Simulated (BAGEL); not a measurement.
**HF/3-21G (density fitting with cc-pvqz-jkfit) run of C3HF3 (3,3,3-trifluoroprop-1-yne)**

Aim: the energy change on altering one bond length of C3HF3 (3,3,3-trifluoroprop-1-yne) at HF/3-21G (density fitting with cc-pvqz-jkfit), from 2 runs. 

The calculation is run with BAGEL 1.2.2.

6 further runs of the same task are left out: 6 that didn't finish. Runs told in other sessions of the task aren't counted.

## Step 1: The system as given

The species is C3HF3 (7 atoms), meant as a singlet with charge 0. As SMILES, `C#CC(F)(F)F`. The coordinates come from a PBE0-D4/def2-TZVP relaxation.

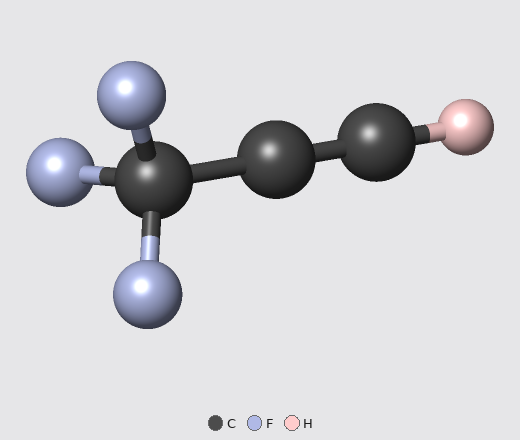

The structure, seen from a chosen angle (carbon dark grey, fluorine light blue, hydrogen pink).

## Step 2: The energy at HF/3-21G (density fitting with cc-pvqz-jkfit)

Input file job.json:

```json
{ "bagel": [

{
  "title": "molecule",
  "basis": "3-21g",
  "df_basis": "cc-pvqz-jkfit",
  "angstrom": true,
  "geometry": [
    { "atom": "C", "xyz": [    1.240120,   -1.224310,    0.056870 ] },
    { "atom": "C", "xyz": [    0.389860,   -0.384860,    0.017830 ] },
    { "atom": "C", "xyz": [   -0.649470,    0.641190,   -0.029790 ] },
    { "atom": "F", "xyz": [   -1.829820,    0.117340,   -0.368360 ] },
    { "atom": "F", "xyz": [   -0.353670,    1.586810,   -0.924540 ] },
    { "atom": "F", "xyz": [   -0.794980,    1.236310,    1.156350 ] },
    { "atom": "H", "xyz": [    1.997970,   -1.972480,    0.091640 ] }
  ]
},
{
  "title": "hf"
},
{
  "title": "print",
  "file": "orbitals.molden",
  "orbitals": true
}

]}
```

Launch:

```console
BAGEL_NUM_THREADS=1 BAGEL job.json > job.out
```

What it wrote:

```text
* using 1 threads per process

  ===============================================================
  ===============================================================

  *** Geometry ***

  { "atom" : "C", "xyz" : [      2.343487,     -2.313611,      0.107469 ] },
  { "atom" : "C", "xyz" : [      0.736729,     -0.727280,      0.033694 ] },
  { "atom" : "C", "xyz" : [     -1.227320,      1.211673,     -0.056295 ] },
  { "atom" : "F", "xyz" : [     -3.457859,      0.221740,     -0.696100 ] },
  { "atom" : "F", "xyz" : [     -0.668339,      2.998636,     -1.747127 ] },
  { "atom" : "F", "xyz" : [     -1.502294,      2.336287,      2.185185 ] },
  { "atom" : "H", "xyz" : [      3.775616,     -3.727447,      0.173175 ] },

  Number of auxiliary basis functions:      687

  Since a DF basis is specified, we compute 2- and 3-index integrals:
    o Being stored without compression. Storage requirement is 0.017 GB

  Number of basis functions:       56
  Number of electrons      :       46

    * METHOD: MOLECULE                             0.42

  *** RHF ***

  === Nuclear Repulsion ===
   231.0214861745

      * DIIS with orbital gradients will be used.

  === RHF iteration (3-21g) ===
      0       -409.97492575          0.03035598           0.07
      1       -410.13380968          0.01786490           0.07
      2       -410.19416757          0.00229790           0.07
      3       -410.19554468          0.00125253           0.06
      4       -410.19594994          0.00015688           0.06
      5       -410.19596241          0.00005170           0.07
      6       -410.19596371          0.00001667           0.07
      7       -410.19596387          0.00000339           0.07
      8       -410.19596387          0.00000173           0.07
      9       -410.19596387          0.00000053           0.07
     10       -410.19596387          0.00000024           0.07
     11       -410.19596387          0.00000004           0.07
     12       -410.19596387          0.00000001           0.07
     13       -410.19596387          0.00000000           0.07
    * SCF iteration converged.

    * Permanent dipole moment:
           (   -0.848087,     0.837262,    -0.038896) a.u.

    * METHOD: HF                                   1.09

    * METHOD: PRINT                                0.01

  ===============================================================
```

Run time: 1.6 s. Hardware: 1 thread of Arm Neoverse V1, shared host; peak memory 0.11 GiB.

## Step 3: The distorted shape at the same level

Input file job.json:

```json
{ "bagel": [

{
  "title": "molecule",
  "basis": "3-21g",
  "df_basis": "cc-pvqz-jkfit",
  "angstrom": true,
  "geometry": [
    { "atom": "C", "xyz": [       1.283771,      -1.402836,      -0.298953 ] },
    { "atom": "C", "xyz": [       0.433511,      -0.563386,      -0.337993 ] },
    { "atom": "C", "xyz": [      -0.605819,       0.462664,      -0.385613 ] },
    { "atom": "F", "xyz": [      -1.786169,      -0.061186,      -0.724183 ] },
    { "atom": "F", "xyz": [      -0.310019,       1.408284,      -1.280363 ] },
    { "atom": "F", "xyz": [      -0.794980,       1.236310,       1.156350 ] },
    { "atom": "H", "xyz": [       2.041621,      -2.151006,      -0.264183 ] }
  ]
},

{ "title": "hf" },

{ "title": "print", "file": "orbitals.molden", "orbitals": true }

]}
```

Launch:

```console
BAGEL_NUM_THREADS=1 BAGEL job.json > job.out
```

What it wrote:

```text
* using 1 threads per process

  ===============================================================
  ===============================================================

  *** Geometry ***

  { "atom" : "C", "xyz" : [      2.425976,     -2.650976,     -0.564939 ] },
  { "atom" : "C", "xyz" : [      0.819217,     -1.064645,     -0.638714 ] },
  { "atom" : "C", "xyz" : [     -1.144832,      0.874308,     -0.728703 ] },
  { "atom" : "F", "xyz" : [     -3.375370,     -0.115625,     -1.368508 ] },
  { "atom" : "F", "xyz" : [     -0.585851,      2.661271,     -2.419535 ] },
  { "atom" : "F", "xyz" : [     -1.502294,      2.336287,      2.185185 ] },
  { "atom" : "H", "xyz" : [      3.858105,     -4.064812,     -0.499234 ] },

  Number of auxiliary basis functions:      687

  Since a DF basis is specified, we compute 2- and 3-index integrals:
    o Being stored without compression. Storage requirement is 0.017 GB

  Number of basis functions:       56
  Number of electrons      :       46

    * METHOD: MOLECULE                             0.42

  *** RHF ***

  === Nuclear Repulsion ===
   218.4591567368

      * DIIS with orbital gradients will be used.

  === RHF iteration (3-21g) ===
      0       -409.83269376          0.03366587           0.07
      1       -409.99631833          0.02492541           0.07
      2       -410.12409600          0.00283733           0.07
      3       -410.12675961          0.00151229           0.07
      4       -410.12745966          0.00029143           0.07
      5       -410.12750890          0.00012226           0.07
      6       -410.12751553          0.00005433           0.07
      7       -410.12751714          0.00001111           0.07
      8       -410.12751719          0.00000600           0.07
      9       -410.12751720          0.00000250           0.07
     10       -410.12751720          0.00000122           0.07
     11       -410.12751720          0.00000056           0.07
     12       -410.12751720          0.00000033           0.07
     13       -410.12751720          0.00000018           0.07
     14       -410.12751720          0.00000007           0.07
     15       -410.12751720          0.00000004           0.07
     16       -410.12751720          0.00000002           0.07
     17       -410.12751720          0.00000001           0.07
    * SCF iteration converged.

    * Permanent dipole moment:
           (   -0.975363,     1.140871,     0.425438) a.u.

    * METHOD: HF                                   1.37

    * METHOD: PRINT                                0.01

  ===============================================================
```

It took 1.9 s on 1 thread of Arm Neoverse V1, shared host; peak memory 0.11 GiB.

## Step 4: What came out

At HF/3-21G (density fitting with cc-pvqz-jkfit):

```
                                                         quantity          value
                                        first shape: total energy  -410.19596 Eh
                                       first shape: dipole moment         3.03 D
                                         first shape: HOMO energy      -12.46 eV
                                         first shape: LUMO energy        4.30 eV
                                       first shape: HOMO–LUMO gap       16.76 eV
                                    distorted shape: total energy  -410.12752 Eh
                                   distorted shape: dipole moment         3.97 D
                                     distorted shape: HOMO energy      -12.70 eV
                                     distorted shape: LUMO energy        2.54 eV
                                   distorted shape: HOMO–LUMO gap       15.24 eV
energy change with the C3–F6 bond stretched from 1.335 to 1.735 Å       1.863 eV
```

What this shows: With the C3–F6 bond stretched from 1.335 to 1.735 Å the energy rises by 1.86 eV (43 kcal/mol). The first shape isn't relaxed at this level, so the change isn't measured from a minimum.
